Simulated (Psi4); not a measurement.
Intermolecular potential of C4H12O3Si ··· H3N (SMILES CO[Si](C)(OC)OC and N). Monomers: optimised at B3LYP-D3(BJ) (def2-SVP and def2-TZVP), held rigid. Orientation: lowest of the rigid-body minima from ten starts at GFN2-xTB. R is the distance of the centres of mass, along which the second monomer moves.

Calculation: SAPT0/jun-cc-pVDZ, frozen core (Psi4).

Components in kcal/mol:

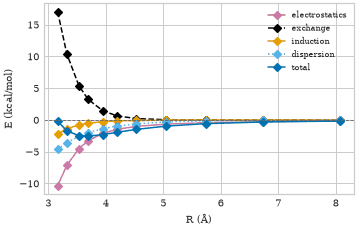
Figure. Components of the interaction energy.

| R / Å | electrostatics | exchange | induction | dispersion | total |
|---|---|---|---|---|---|
| 3.16 | -10.36 | 17.03 | -2.21 | -4.65 | -0.18 |
| 3.32 | -7.14 | 10.39 | -1.39 | -3.58 | -1.71 |
| 3.53 | -4.51 | 5.38 | -0.77 | -2.56 | -2.47 |
| 3.69 | -3.28 | 3.25 | -0.51 | -2.01 | -2.55 |
| 3.95 | -2.08 | 1.42 | -0.27 | -1.36 | -2.30 |
| 4.20 | -1.46 | 0.63 | -0.15 | -0.95 | -1.93 |
| 4.53 | -1.01 | 0.22 | -0.08 | -0.61 | -1.48 |
| 5.05 | -0.66 | 0.04 | -0.04 | -0.31 | -0.97 |
| 5.74 | -0.43 | 0.00 | -0.02 | -0.14 | -0.58 |
| 6.74 | -0.26 | 0.00 | -0.01 | -0.05 | -0.32 |
| 8.07 | -0.15 | 0.00 | 0.00 | -0.02 | -0.17 |
